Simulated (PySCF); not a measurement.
**CH$_{5}$FGe: spin–spin coupling calculation**

The run: spin–spin coupling calculation of CH$_{5}$FGe, SMILES [CH3][GeH2][F]. Method and program: B3LYP/pcJ-1 Ge:pcSseg-1 indirect spin-spin coupling, non-relativistic, gas phase (PySCF 2.14.0).

The geometry comes from this level: GFN2-xTB. It belongs to a series of runs on one base structure; here: H on Ge replaced by CH3.

Figures and captions count atoms from 1; the log counts them from 0 in places.

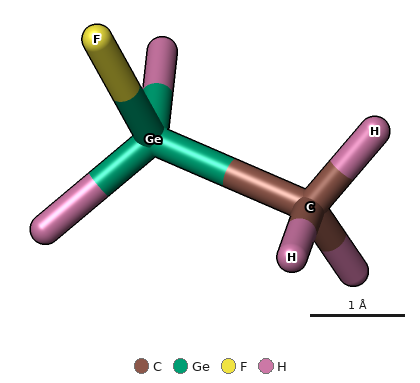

Fig. 1: The structure (stick view, seen at a tilt). Sticks mark near contacts. Bond lengths as drawn: C–Ge 1.96 Å, C–H 1.09 Å, F–Ge 1.75 Å and Ge–H 1.50 Å.

Input:
```
{"job": {"kind": "j", "xc": "B3LYP", "basis": "pcJ-1"}, "charge": 0, "multiplicity": 1}
C      1.066448     0.089163    -0.061552
Ge    -0.870445    -0.228055    -0.007772
F     -1.562486     1.278967     0.554137
H      1.604459    -0.789816    -0.403327
H      1.423205     0.353202     0.931601
H      1.284454     0.915277    -0.734795
H     -1.565704    -0.410157    -1.329131
H     -1.370874    -1.199168     1.026275
```

The first line tells a small driver script what to run in PySCF; the rest is the geometry in Å.

Run on 1 CPU thread, shared host.

Command:
```bash
OMP_NUM_THREADS=1 python <driver script> task.json out
```

Log:
```
coarse grid: 30256 points
cycle   1  E = -2217.7065675219  dE = -6.525e-01  |g| = 1.145e+00  |ddm| = 2.277e+00
cycle   2  E = -2217.4683811242  dE =  2.382e-01  |g| = 1.684e+00  |ddm| = 1.545e+00
cycle   3  E = -2217.8284322286  dE = -3.601e-01  |g| = 2.700e-01  |ddm| = 1.127e+00
cycle   4  E = -2217.8379628246  dE = -9.531e-03  |g| = 7.572e-02  |ddm| = 1.733e-01
cycle   5  E = -2217.8386868850  dE = -7.241e-04  |g| = 1.184e-02  |ddm| = 5.014e-02
cycle   6  E = -2217.8387217879  dE = -3.490e-05  |g| = 4.042e-03  |ddm| = 1.186e-02
cycle   7  E = -2217.8387249160  dE = -3.128e-06  |g| = 4.495e-04  |ddm| = 2.862e-03
final grid: 62712 points
cycle   8  E = -2217.8386961872  dE = -4.438e-08  |g| = 5.193e-04  |ddm| = 1.016e-03
cycle   9  E = -2217.8386961685  dE =  1.871e-08  |g| = 6.932e-04  |ddm| = 7.920e-04
cycle  10  E = -2217.8386962223  dE = -5.384e-08  |g| = 7.725e-05  |ddm| = 4.002e-04
cycle  11  E = -2217.8386962233  dE = -1.030e-09  |g| = 2.380e-05  |ddm| = 6.340e-05
cycle  12  E = -2217.8386962234  dE = -7.458e-11  |g| = 1.275e-06  |ddm| = 1.266e-05
```

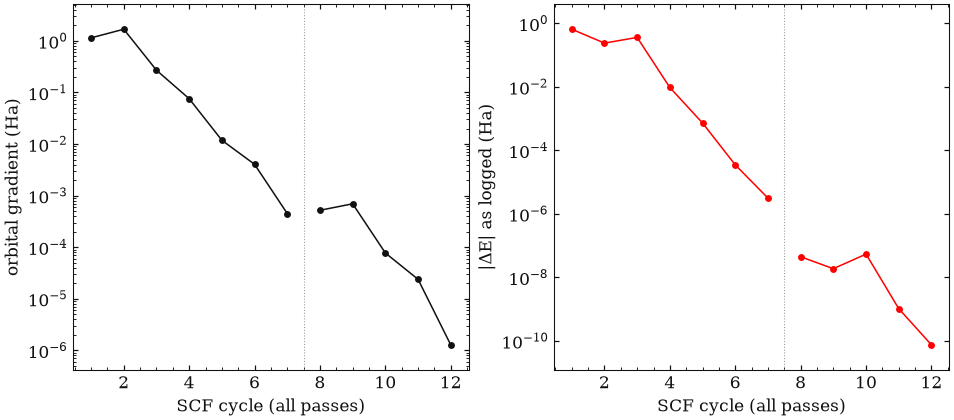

Fig. 2: Convergence of the self-consistent field: orbital gradient and size of the energy change against the SCF cycle. The dotted line marks the change from a coarse to the final integration grid. The first 7 cycles use a coarse grid, the final grid takes over at cycle 8, and the field converges after 12 cycles in all.

```
converged SCF energy = -2217.8386962234

Indirect spin-spin couplings (Hz)
  i      j    bonds     total        FC       PSO       DSO        SD
  0 C    2 F    2      8.105     6.909    -0.599    -0.361     2.156
  0 C    3 H    1    135.280   132.409     1.592     0.903     0.376
  0 C    4 H    1    139.620   136.861     1.468     0.925     0.365
  0 C    5 H    1    139.540   136.780     1.469     0.926     0.365
  0 C    6 H    2     14.706    15.465     0.102    -0.850    -0.011
  0 C    7 H    2     14.709    15.468     0.102    -0.849    -0.011
  2 F    3 H    3     17.422    19.854     0.461    -2.916     0.023
  2 F    4 H    3     -0.499    -0.791     0.833    -0.399    -0.142
  2 F    5 H    3     -0.461    -0.755     0.830    -0.391    -0.145
  2 F    6 H    2     38.441    40.169     1.629    -2.269    -1.088
  2 F    7 H    2     38.460    40.189     1.631    -2.270    -1.091
  3 H    4 H    2    -13.720   -14.973     3.106    -2.090     0.237
  3 H    5 H    2    -13.757   -15.011     3.102    -2.086     0.238
  3 H    6 H    3     -2.592    -1.531     0.630    -1.705     0.015
  3 H    7 H    3     -2.601    -1.536     0.634    -1.714     0.014
  4 H    5 H    2    -13.142   -14.422     3.007    -1.972     0.245
  4 H    6 H    3      7.899    10.530     1.731    -4.368     0.005
  4 H    7 H    3     -1.070    -0.298     0.376    -1.182     0.034
  5 H    6 H    3     -1.094    -0.317     0.379    -1.189     0.033
  5 H    7 H    3      7.883    10.514     1.731    -4.367     0.005
  6 H    7 H    2     29.331    33.156     1.262    -5.147     0.060
```

Results in brief:

| quantity | value |
| --- | --- |
| outcome | converged |
| total energy | −2217.838696 hartree |
| HOMO | −8.89 eV |
| LUMO | 0.09 eV |
| dipole moment | 2.68 D |
| wall time | 32 s |
| peak memory | 0.71 GiB |

Spin–orbit coupling is left out, which matters for the heavy atoms.
